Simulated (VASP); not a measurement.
**KBeCl$_{3}$: density, localisation and related maps**

```yaml
crystal:
  lattice:
    - [5.67369, 0.00000, 0.00000]
    - [0.00000, 5.67369, 0.00000]
    - [0.00000, 0.00000, 5.67369]
  atoms:
    - { symbol: K, position: [0.00000, 0.00000, 0.00000] }
    - { symbol: Be, position: [0.50000, 0.50000, 0.50000] }
    - { symbol: Cl, position: [0.50000, 0.00000, 0.00000] }
    - { symbol: Cl, position: [0.00000, 0.50000, 0.00000] }
    - { symbol: Cl, position: [0.00000, 0.00000, 0.50000] }
```

Space group Pm-3m; a structure from a database of computed crystals, not necessarily the ambient phase; a generated structure, not necessarily the stable one.

The calculation used Kohn-Sham DFT of a periodic cell, PBE, VASP PAW PBE potentials, recommended (VASP 6.6.1).

Core electrons are frozen (PAW), and the valence fields are smoothed inside the atomic spheres.

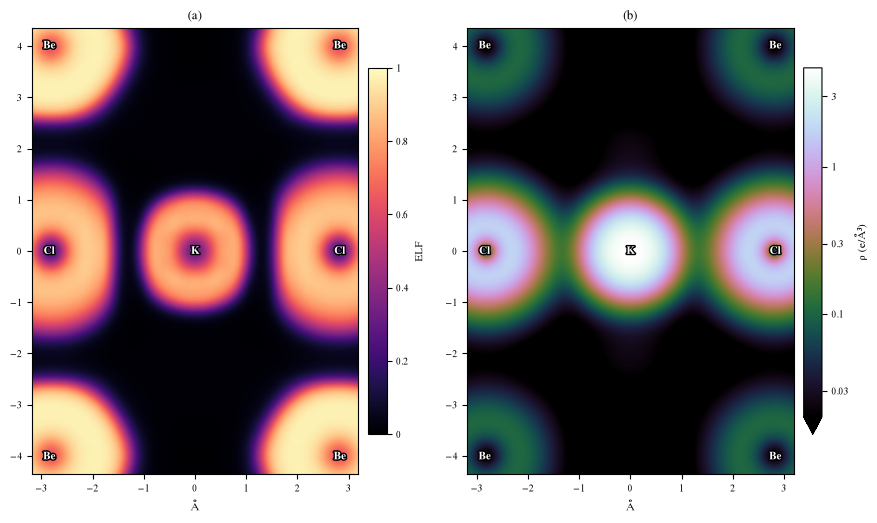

Figure 1. (a) ELF; (b) valence charge density (pseudo) on the (011̄) plane of the conventional cell.

Read the bonding off the picture.

Atoms in the plane: K, Be and Cl.
K–Cl (2.84 Å): ρ is about 0.16 e/Å³ halfway; the ELF is about 0.10 at the midpoint (an ionic contact with no shared pair).
Be–Cl (4.01 Å): the density is about 0.02 e/Å³ at the midpoint; the ELF is about 0.05 at the midpoint: no localised pair shows between them.
Between the atoms the lowest density in this plane is 0.004 e/Å³.
The features right at K lie inside the PAW spheres, where the map follows smoothed inner orbitals and isn't to be read closely.

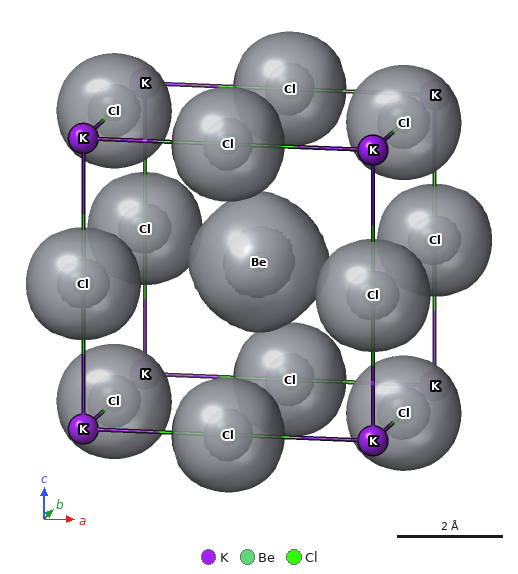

Figure 2. Isosurface of the electron localisation function at 0.8 (grey), seen slightly off an axis. Core shells and regions of very low density are left out. Sticks mark near contacts.

What do the ELF domains correspond to?

At this value the surface marks out one region wrapped around Be (its valence shell) and three regions wrapped around Cl (the valence shell of each), counted in one cell of 5 atoms. Regions shared between cells count once.
